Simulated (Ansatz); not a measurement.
## BH4Br: molecular dynamics (part 4 of 4)

Continued. System: BH4Br. Method: RKS revPBE/def2-TZVP (Ansatz 0.2.0). It belongs to a series of runs on one base structure; here: dynamics from the highest image of the converged band.

Geometry of the input (Å):
```
B  -0.0303  -0.0075  0.1024
H  -0.0390  0.3873  1.2703
H  1.0112  0.0900  -0.4789
H  -1.0976  -0.1010  -0.4305
Br 0.2025  -2.4175  0.8607
H  0.0892  -1.0366  1.4652
```

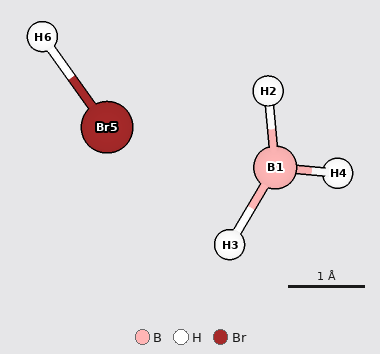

Figure 1. The geometry at step 153 of the log (ball-and-stick view, seen at a tilt; atoms are numbered from 1 in the order of the input).

Trajectory as extended XYZ, continued:
```
6
Properties=species:S:1:pos:R:3:forces:R:3 step=119 time_fs=59.5 energy=-70780.71128 temperature=464.0
B    -0.0361    0.2558   -0.0153    0.8543  -0.3371  -0.4429
H    -0.0494    0.6709    1.0917    0.0199   0.2338   0.4585
H     1.0207    0.2766   -0.6542   -0.6167  -0.0234   0.3063
H    -1.0581   -0.0691   -0.5195   -0.2995   0.0165  -0.2886
Br    0.2037   -2.4453    0.8720    0.0061   0.1539   0.2378
H     0.0186   -2.1550    2.2771    0.0358  -0.0436  -0.2712
6
Properties=species:S:1:pos:R:3:forces:R:3 step=122 time_fs=61.0 energy=-70780.69652 temperature=435.6
B    -0.0364    0.2578   -0.0218    0.6202  -0.0443  -0.0678
H    -0.0527    0.7085    1.0989    0.0152  -0.0355  -0.0676
H     1.0393    0.2849   -0.6445   -0.7913  -0.1086   0.3240
H    -1.0847   -0.0448   -0.5289    0.1222   0.0515  -0.1336
Br    0.2037   -2.4456    0.8723   -0.0609   0.2306   0.7429
H     0.0310   -2.2219    2.3168    0.0945  -0.0937  -0.7979
6
Properties=species:S:1:pos:R:3:forces:R:3 step=125 time_fs=62.5 energy=-70780.67091 temperature=386.4
B    -0.0354    0.2598   -0.0285    0.1167   0.2484   0.3744
H    -0.0557    0.7453    1.1048    0.0063  -0.2896  -0.5024
H     1.0414    0.2909   -0.6280   -0.6552  -0.1815   0.1801
H    -1.1088   -0.0194   -0.5412    0.5065   0.0645   0.0238
Br    0.2037   -2.4459    0.8727   -0.0829   0.2188   0.9499
H     0.0453   -2.2906    2.3398    0.1087  -0.0606  -1.0258
6
Properties=species:S:1:pos:R:3:forces:R:3 step=128 time_fs=64.0 energy=-70780.66008 temperature=365.5
B    -0.0342    0.2622   -0.0344   -0.4708   0.4814   0.7493
H    -0.0585    0.7761    1.1003   -0.0052  -0.4405  -0.6778
H     1.0298    0.2930   -0.6079   -0.2459  -0.2378  -0.0874
H    -1.1222    0.0074   -0.5530    0.7036   0.0260   0.1098
Br    0.2037   -2.4461    0.8735   -0.0655   0.1573   0.8087
H     0.0618   -2.3606    2.3413    0.0838   0.0136  -0.9026
6
Properties=species:S:1:pos:R:3:forces:R:3 step=130 time_fs=65.0 energy=-70780.66296 temperature=370.9
B    -0.0339    0.2643   -0.0376   -0.8049   0.5845   0.9130
H    -0.0605    0.7916    1.0894   -0.0136  -0.4628  -0.6284
H     1.0185    0.2916   -0.5951    0.1089  -0.2672  -0.2913
H    -1.1230    0.0256   -0.5597    0.6963  -0.0285   0.1101
Br    0.2037   -2.4462    0.8741   -0.0381   0.1127   0.5268
H     0.0739   -2.4072    2.3314    0.0514   0.0612  -0.6302
6
Properties=species:S:1:pos:R:3:forces:R:3 step=133 time_fs=66.5 energy=-70780.66836 temperature=381.1
B    -0.0347    0.2685   -0.0408   -0.9999   0.6414   0.9278
H    -0.0636    0.8066    1.0624   -0.0260  -0.3671  -0.3136
H     1.0046    0.2846   -0.5818    0.5483  -0.3037  -0.5203
H    -1.1122    0.0521   -0.5680    0.4719  -0.1415   0.0192
Br    0.2036   -2.4463    0.8751    0.0121   0.0760  -0.1026
H     0.0928   -2.4759    2.3064   -0.0065   0.0948  -0.0105
6
Properties=species:S:1:pos:R:3:forces:R:3 step=136 time_fs=68.0 energy=-70780.66095 temperature=366.8
B    -0.0375    0.2739   -0.0422   -0.6257   0.5652   0.5772
H    -0.0674    0.8140    1.0291   -0.0351  -0.1332   0.2233
H     1.0018    0.2712   -0.5792    0.6112  -0.3252  -0.5233
H    -1.0915    0.0756   -0.5760    0.0518  -0.2671  -0.1594
Br    0.2036   -2.4464    0.8761    0.0491   0.0942  -0.7331
H     0.1116   -2.5427    2.2812   -0.0513   0.0662   0.6154
6
Properties=species:S:1:pos:R:3:forces:R:3 step=139 time_fs=69.5 energy=-70780.64500 temperature=336.3
B    -0.0415    0.2804   -0.0425    0.1574   0.3815  -0.0190
H    -0.0719    0.8186    1.0006   -0.0360   0.1428   0.7721
H     1.0115    0.2508   -0.5875    0.2708  -0.3066  -0.2917
H    -1.0697    0.0933   -0.5874   -0.3825  -0.3630  -0.3426
Br    0.2036   -2.4465    0.8769    0.0514   0.1256  -0.9680
H     0.1294   -2.6081    2.2686   -0.0610   0.0198   0.8491
6
Properties=species:S:1:pos:R:3:forces:R:3 step=142 time_fs=71.0 energy=-70780.64255 temperature=331.6
B    -0.0452    0.2878   -0.0428    0.8152   0.2052  -0.5083
H    -0.0771    0.8260    0.9882   -0.0266   0.2797   0.9883
H     1.0269    0.2239   -0.6020   -0.1998  -0.2321   0.0282
H    -1.0558    0.1034   -0.6061   -0.5730  -0.3808  -0.3904
Br    0.2036   -2.4466    0.8775    0.0262   0.0874  -0.6374
H     0.1459   -2.6730    2.2734   -0.0420   0.0405   0.5195
6
Properties=species:S:1:pos:R:3:forces:R:3 step=144 time_fs=72.0 energy=-70780.65087 temperature=347.4
B    -0.0469    0.2929   -0.0435    0.9758   0.1494  -0.6362
H    -0.0810    0.8341    0.9914   -0.0152   0.2308   0.8381
H     1.0354    0.2030   -0.6117   -0.4472  -0.1585   0.2139
H    -1.0531    0.1056   -0.6231   -0.4945  -0.3369  -0.2992
Br    0.2036   -2.4466    0.8777    0.0081   0.0087  -0.2261
H     0.1563   -2.7157    2.2833   -0.0270   0.1066   0.1095
6
Properties=species:S:1:pos:R:3:forces:R:3 step=147 time_fs=73.5 energy=-70780.65548 temperature=356.0
B    -0.0477    0.3008   -0.0456    0.7895   0.1473  -0.5449
H    -0.0869    0.8500    1.0102    0.0068   0.0006   0.2846
H     1.0397    0.1692   -0.6222   -0.6188  -0.0373   0.3893
H    -1.0572    0.1031   -0.6533   -0.1552  -0.2048  -0.0160
Br    0.2036   -2.4466    0.8781   -0.0067  -0.1501   0.3758
H     0.1715   -2.7777    2.2988   -0.0156   0.2443  -0.4888
6
Properties=species:S:1:pos:R:3:forces:R:3 step=150 time_fs=75.0 energy=-70780.63444 temperature=315.6
B    -0.0471    0.3091   -0.0488    0.2980   0.1571  -0.2812
H    -0.0928    0.8658    1.0349    0.0302  -0.2511  -0.3357
H     1.0312    0.1346   -0.6244   -0.5274   0.0660   0.4189
H    -1.0646    0.0962   -0.6839    0.2238  -0.0415   0.3046
Br    0.2035   -2.4467    0.8786   -0.0058  -0.2907   0.7316
H     0.1864   -2.8345    2.3042   -0.0187   0.3602  -0.8383
6
Properties=species:S:1:pos:R:3:forces:R:3 step=153 time_fs=76.5 energy=-70780.60977 temperature=268.3
B    -0.0458    0.3176   -0.0525   -0.2653   0.1210   0.0049
H    -0.0980    0.8763    1.0528    0.0490  -0.3867  -0.7455
H     1.0116    0.1013   -0.6179   -0.2057   0.1226   0.3125
H    -1.0675    0.0885   -0.7081    0.4484   0.1023   0.5249
Br    0.2035   -2.4469    0.8792    0.0025  -0.3554   0.7536
H     0.2009   -2.8836    2.2922   -0.0288   0.3963  -0.8503
6
Properties=species:S:1:pos:R:3:forces:R:3 step=155 time_fs=77.5 energy=-70780.60489 temperature=258.8
B    -0.0452    0.3235   -0.0551   -0.5878   0.0672   0.1611
H    -0.1008    0.8790    1.0564    0.0560  -0.3873  -0.8436
H     0.9957    0.0804   -0.6097    0.0874   0.1291   0.1899
H    -1.0643    0.0843   -0.7182    0.4718   0.1711   0.5805
Br    0.2035   -2.4470    0.8798    0.0076  -0.3369   0.5810
H     0.2102   -2.9116    2.2739   -0.0349   0.3568  -0.6689
6
Properties=species:S:1:pos:R:3:forces:R:3 step=158 time_fs=79.0 energy=-70780.61138 temperature=271.0
B    -0.0453    0.3323   -0.0586   -0.8388  -0.0708   0.2638
H    -0.1042    0.8762    1.0468    0.0543  -0.2485  -0.7047
H     0.9743    0.0515   -0.5943    0.5023   0.1118   0.0018
H    -1.0514    0.0812   -0.7231    0.3107   0.2199   0.5113
Br    0.2035   -2.4473    0.8807    0.0081  -0.2033   0.0829
H     0.2235   -2.9476    2.2357   -0.0367   0.1909  -0.1551
6
Properties=species:S:1:pos:R:3:forces:R:3 step=161 time_fs=80.5 energy=-70780.60816 temperature=264.5
B    -0.0470    0.3410   -0.0616   -0.6435  -0.3135   0.1162
H    -0.1064    0.8683    1.0226    0.0373   0.0396  -0.2434
H     0.9633    0.0250   -0.5787    0.6859   0.1201  -0.0905
H    -1.0321    0.0828   -0.7173   -0.0500   0.1967   0.2730
Br    0.2035   -2.4477    0.8817   -0.0031   0.0209  -0.5374
H     0.2361   -2.9797    2.1942   -0.0265  -0.0638   0.4820
6
Properties=species:S:1:pos:R:3:forces:R:3 step=164 time_fs=82.0 energy=-70780.57959 temperature=209.7
B    -0.0499    0.3491   -0.0644   -0.0296  -0.6487  -0.2420
H    -0.1078    0.8614    0.9935    0.0127   0.3974   0.3893
H     0.9665    0.0012   -0.5649    0.5405   0.2015  -0.0484
H    -1.0141    0.0885   -0.7058   -0.4933   0.1179  -0.0589
Br    0.2035   -2.4480    0.8825   -0.0180   0.1973  -0.9318
H     0.2481   -3.0130    2.1629   -0.0124  -0.2654   0.8919
6
Properties=species:S:1:pos:R:3:forces:R:3 step=167 time_fs=83.5 energy=-70780.55506 temperature=162.7
B    -0.0529    0.3558   -0.0677    0.6341  -0.9267  -0.5294
H    -0.1089    0.8629    0.9725   -0.0016   0.6448   0.8264
H     0.9810   -0.0182   -0.5520    0.1913   0.3272   0.0558
H    -1.0064    0.0967   -0.6954   -0.7930   0.0404  -0.3238
Br    0.2035   -2.4483    0.8831   -0.0170   0.1615  -0.8097
H     0.2598   -3.0517    2.1498   -0.0138  -0.2473   0.7808
6
Properties=species:S:1:pos:R:3:forces:R:3 step=169 time_fs=84.5 energy=-70780.55930 temperature=170.7
B    -0.0543    0.3593   -0.0704    0.8756  -0.9842  -0.5276
H    -0.1097    0.8713    0.9677    0.0011   0.6544   0.8198
H     0.9935   -0.0274   -0.5429   -0.0496   0.3989   0.1104
H    -1.0104    0.1028   -0.6920   -0.7964   0.0239  -0.3780
Br    0.2035   -2.4485    0.8834   -0.0024   0.0101  -0.4782
H     0.2674   -3.0805    2.1506   -0.0284  -0.1031   0.4535
6
Properties=species:S:1:pos:R:3:forces:R:3 step=172 time_fs=86.0 energy=-70780.58194 temperature=213.8
B    -0.0549    0.3630   -0.0753    0.7927  -0.8359  -0.2232
H    -0.1107    0.8951    0.9743    0.0195   0.4267   0.3667
H     1.0108   -0.0339   -0.5272   -0.3065   0.4450   0.1290
H    -1.0300    0.1124   -0.6934   -0.4752   0.0626  -0.2498
Br    0.2035   -2.4488    0.8837    0.0318  -0.2968   0.1198
H     0.2783   -3.1249    2.1587   -0.0623   0.1984  -0.1426
6
Properties=species:S:1:pos:R:3:forces:R:3 step=175 time_fs=87.5 energy=-70780.58132 temperature=212.6
B    -0.0540    0.3649   -0.0807    0.3139  -0.4940   0.2240
H    -0.1114    0.9279    0.9885    0.0387   0.0678  -0.2725
H     1.0218   -0.0310   -0.5088   -0.3762   0.3984   0.0644
H    -1.0594    0.1234   -0.6999    0.0537   0.1273   0.0086
Br    0.2035   -2.4491    0.8840    0.0630  -0.5504   0.5572
H     0.2878   -3.1651    2.1640   -0.0931   0.4509  -0.5816
6
Properties=species:S:1:pos:R:3:forces:R:3 step=178 time_fs=89.0 energy=-70780.55615 temperature=164.5
B    -0.0525    0.3660   -0.0856   -0.2806  -0.0866   0.5972
H    -0.1112    0.9622    0.9971    0.0450  -0.2352  -0.7333
H     1.0250   -0.0196   -0.4892   -0.2562   0.2680  -0.0647
H    -1.0879    0.1371   -0.7064    0.5217   0.1528   0.2284
Br    0.2035   -2.4496    0.8845    0.0772  -0.6552   0.6978
H     0.2954   -3.1959    2.1573   -0.1070   0.5562  -0.7254
6
Properties=species:S:1:pos:R:3:forces:R:3 step=180 time_fs=90.0 energy=-70780.54528 temperature=143.7
B    -0.0517    0.3665   -0.0883   -0.6203   0.1704   0.7560
H    -0.1105    0.9827    0.9947    0.0399  -0.3564  -0.8628
H     1.0238   -0.0086   -0.4767   -0.1019   0.1514  -0.1677
H    -1.1012    0.1481   -0.7082    0.7118   0.1331   0.3038
Br    0.2035   -2.4501    0.8849    0.0740  -0.6230   0.6155
H     0.2992   -3.2098    2.1443   -0.1036   0.5246  -0.6449
6
Properties=species:S:1:pos:R:3:forces:R:3 step=183 time_fs=91.5 energy=-70780.55395 temperature=160.2
B    -0.0517    0.3676   -0.0910   -0.8920   0.4627   0.8232
H    -0.1089    1.0070    0.9758    0.0196  -0.3880  -0.7718
H     1.0209    0.0102   -0.4613    0.1418  -0.0255  -0.3063
H    -1.1083    0.1667   -0.7056    0.7593   0.0485   0.2858
Br    0.2036   -2.4508    0.8856    0.0491  -0.4158   0.2482
H     0.3031   -3.2218    2.1140   -0.0778   0.3182  -0.2791
6
Properties=species:S:1:pos:R:3:forces:R:3 step=186 time_fs=93.0 energy=-70780.57194 temperature=194.4
B    -0.0533    0.3696   -0.0921   -0.7279   0.5637   0.6562
H    -0.1068    1.0232    0.9408   -0.0113  -0.2264  -0.3615
H     1.0207    0.0285   -0.4524    0.2566  -0.1516  -0.3748
H    -1.0996    0.1863   -0.6971    0.5100  -0.0894   0.1112
Br    0.2036   -2.4517    0.8865    0.0053  -0.0612  -0.3153
H     0.3053   -3.2272    2.0780   -0.0328  -0.0351   0.2842
```

Summary:

| quantity | value |
| --- | --- |
| outcome | finished |
| mean temperature over the second half | 314 K |
| trajectory | 186 steps, 93 fs |
| ensemble | nve |
| temperature in the input | 300.0 K |
| time step | 0.5 fs |
| potential energy (last step) | −70780.5720 eV |
| mean-field energy (last step) | −70780.5720 eV |
| largest force (length of the vector) (last step) | 1.131 eV/Å |
| wall time | 5.8 min (CPU time 11 min) |
| peak memory | 0.17 GiB |

Notes:

So short a trajectory is not equilibrated.
